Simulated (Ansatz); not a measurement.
# CH6AlNOS: what the fields show

Input file:

```
crystal:
  periodic: [false, false, false]
  atoms:
    - {symbol: C, position_ang: [-0.403145, -0.457253, 1.818785]}
    - {symbol: N, position_ang: [0.582786, -0.198300, 0.792183]}
    - {symbol: Al, position_ang: [0.306354, 0.217620, -0.892618]}
    - {symbol: O, position_ang: [1.653702, 0.469434, -1.884976]}
    - {symbol: S, position_ang: [-1.763336, 0.381053, -1.585907]}
    - {symbol: H, position_ang: [-0.333787, 0.251252, 2.652724]}
    - {symbol: H, position_ang: [-1.410855, -0.364184, 1.405588]}
    - {symbol: H, position_ang: [-0.320079, -1.469753, 2.231191]}
    - {symbol: H, position_ang: [1.527693, -0.278304, 1.135162]}
    - {symbol: H, position_ang: [1.625826, 0.700586, -2.809874]}
    - {symbol: H, position_ang: [-1.399759, 0.690749, -2.841656]}
basis:
  gaussian: {orbitals: def2-TZVPP}
hamiltonian: {xc: pbe0, dispersion: d4}
output: {orbitals: {seedname: orbitals}}
```

Launched as:

```sh
ansatz run in.yaml --threads 4 --pin off --events-out ev --progress --plain --max-ram 10444MiB
```

Geometry: PBE0-D4/def2-TZVP.

All numbers below come from Ansatz 0.2.0, RKS PBE0-D4/def2-TZVPP.

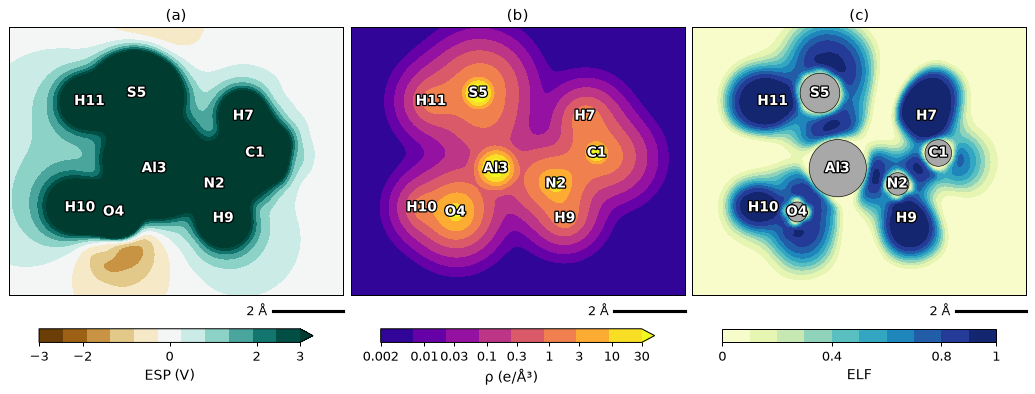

Figure 1. (a) molecular electrostatic potential; (b) electron density; (c) electron localisation function on the plane of atoms Al3, N2 and H9. Grey discs cover the atomic cores in the ELF map.

What do the fields say about this system?

- Atoms in the plane: C, N, Al, O, S and H.
- C–N (1.45 Å): ρ at the midpoint is about 1.9 e/Å³; the ELF peaks at about 0.90 between the atoms; a shared electron pair.
- Al–O (1.69 Å): ρ is about 0.92 e/Å³ halfway; the ELF peaks at about 0.85 in the valence shell of O, 0.6 Å from its nucleus, and is about 0.45 at the midpoint.
- Al–N (1.76 Å): ρ at the midpoint is about 0.89 e/Å³; the ELF peaks at about 0.90 between the atoms, as expected for a short, strongly polar bond.
- Al–S (2.19 Å): the density is about 0.68 e/Å³ at the midpoint; the ELF peaks at about 0.90 in the valence shell of S, 1.0 Å from its nucleus, and is about 0.90 at the midpoint.
- O–H (0.95 Å): the density is about 3.8 e/Å³ at the midpoint; the ELF climbs to about 1 towards the hydrogen, as it does in any bond to H: a covalent bond by its length.
- The ELF also peaks beside O4 and S5, away from the bonds: lone-pair regions.
- Outside the dense part of the molecule the potential is most negative (−1.8 V) near O4.

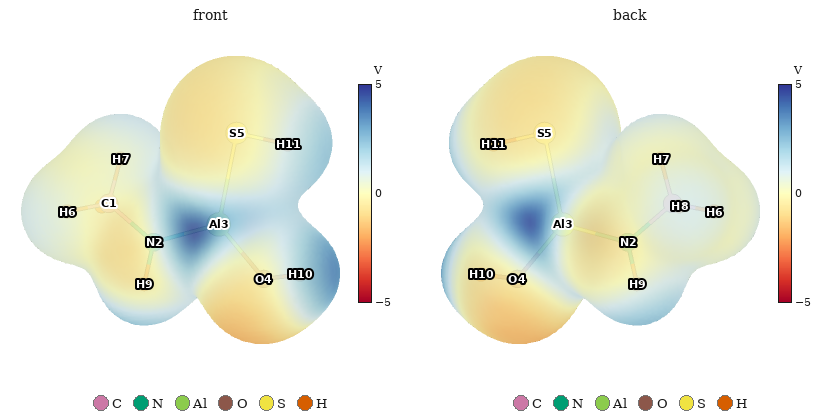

Figure 2. The molecular electrostatic potential painted on the density surface at 0.004 e/bohr³, seen from the front and from behind; red is negative and blue positive.

Where is the surface potential most negative and most positive?

The most negative region (about −1.6 V) lies over O4, the most positive (about +4.2 V) over Al3. O4 is the likeliest acceptor of a hydrogen bond.

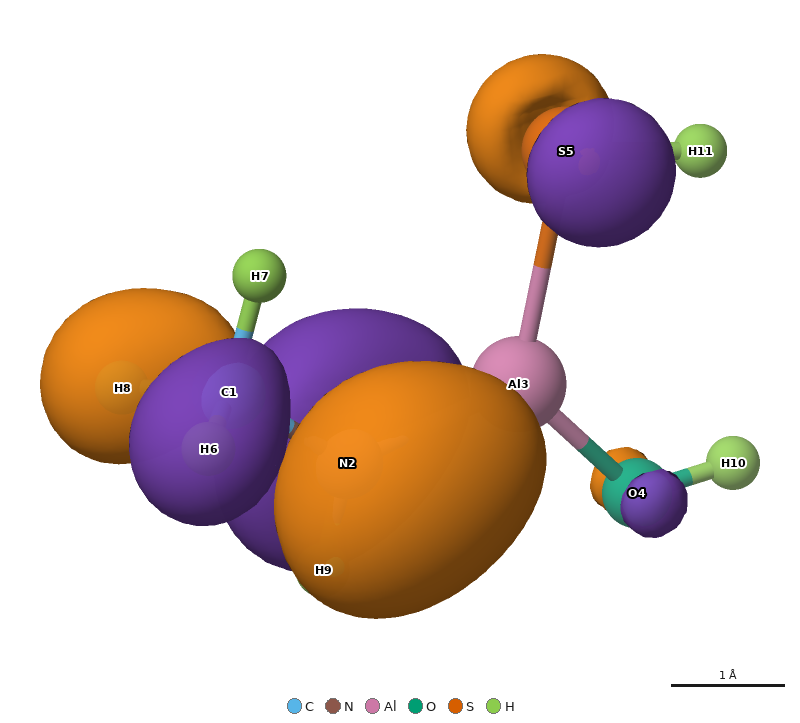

Figure 3. The HOMO at ±0.1 Å⁻³ᐟ² (orange and purple are the two phases), seen at a tilt.

What is the character of this orbital?

Its weight (Hirshfeld) is mainly on N2 (about 55 %), C1 (about 10 %) and S5 (about 5 %). Its energy is −6.73 eV.
